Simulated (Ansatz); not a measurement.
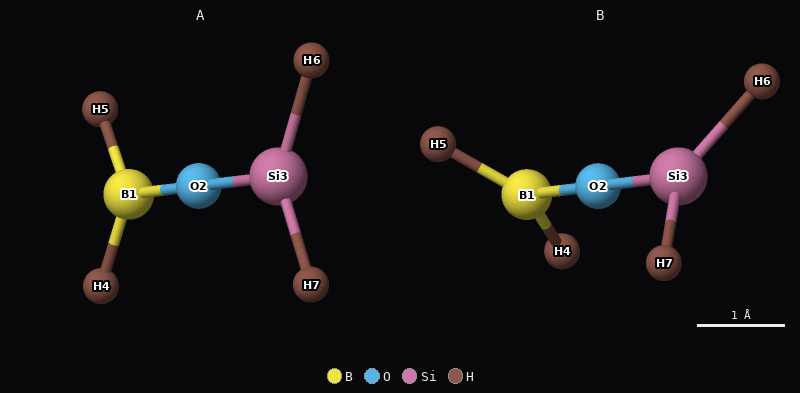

Two geometries of BSiH₄O (charge +1), drawn at one scale. One is the start of a relaxation, the other its converged end. A ball-and-stick model, seen from a free direction.

Method: RKS B3LYP-D4/6-31G* in Ansatz. Settings: no spin polarisation; force threshold 0.02 eV/Å; at most 40 steps.

> Which of the two is the end point?

Structure B is the relaxed one. The run prepares the start of a later molecular dynamics calculation, from a guessed geometry. After 9 geometry steps the energy has fallen by 34.7 kJ/mol. Largest force component: 1.4 eV/Å at the start, 0.0061 eV/Å at the end. The largest moves after the best rigid fit, 1.00 Å, are those of H4 and H5. Largest moves by element: H 1.00 Å, B 0.04 Å, O 0.01 Å. Si stays in place. Some distances before and after: B1–O2 1.366 → 1.393 Å, B1–H4 1.167 → 1.186 Å, Si3–H6 1.455 → 1.468 Å, Si3–H7 1.455 → 1.468 Å. Among the angles between lasting bonds that change: H4–B1–H5 123.8° → 127.8°, H6–Si3–H7 127.6° → 125.3°.
